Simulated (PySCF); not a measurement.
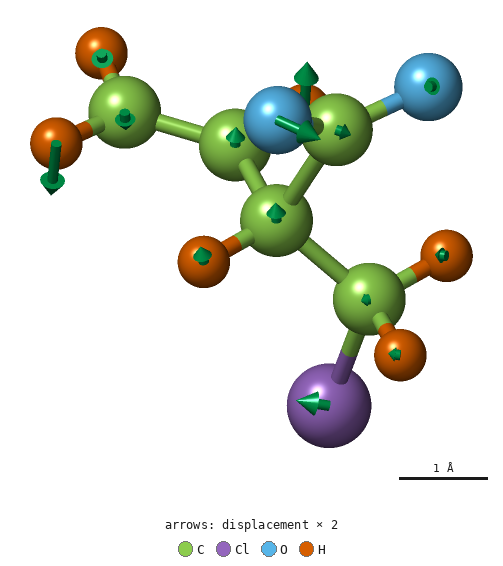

A relaxation of C5H6ClO2 (charge −1). The starting structure is drawn; green arrows show the displacements, magnified 2 times. The two geometries are superimposed by the best rigid fit.

Style: ball-and-stick. Shown from a free direction.

The start comes from GFN2-xTB. Its atoms were then displaced at random by about 0.01 Å.

Computed with PySCF, PBE0-D3(BJ)/def2-SVP geometry optimisation, gas phase. 

**Describe the change and its energy.**

After 11 geometry steps the energy has fallen by 4.56 kcal/mol. The atom that moves furthest after the best rigid fit is an H atom (0.42 Å). Largest moves by element: H 0.42 Å, O 0.30 Å, Cl 0.20 Å, C 0.14 Å. Among the contacts that change: C–C 1.686 → 1.611 Å, C–C 1.448 → 1.508 Å, C–H 1.050 → 1.095 Å, C–H 1.131 → 1.098 Å. Bond angles that change, for instance: C–C–H 114.2° → 109.5°, C–C–H 114.7° → 110.9°, H–C–H 105.7° → 109.1°. Cost: 76 s on 1 thread of Intel(R) Xeon(R) 6975P-C, on a shared host.

Limits of the set-up: the basis has no diffuse functions, which an anion needs.
